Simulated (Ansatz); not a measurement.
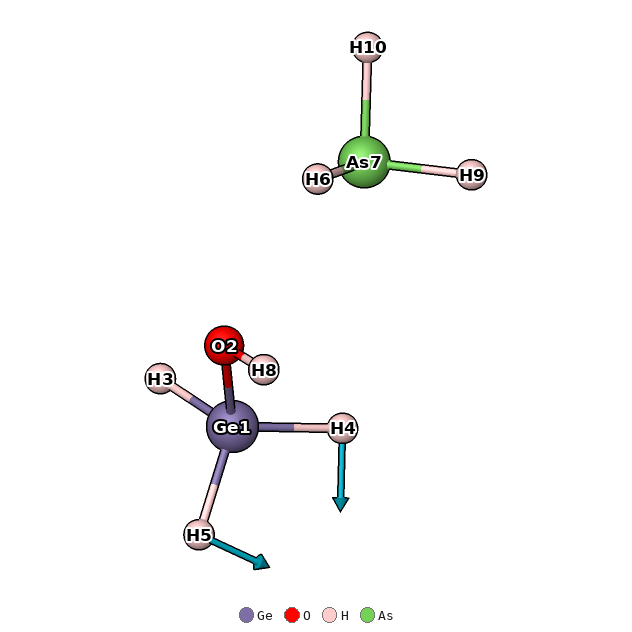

The arrows show one normal mode. Harmonic vibrations computed with RKS PBE0-D4/def2-TZVP (Ansatz 0.2.0) at a stationary point of the same level.

Question: Describe the motion.

Answer: Mostly H–Ge–H bending.

Question: At what wavenumber does it lie?

Answer: 886 cm⁻¹; it is mode 13 of 24 counted from the lowest.
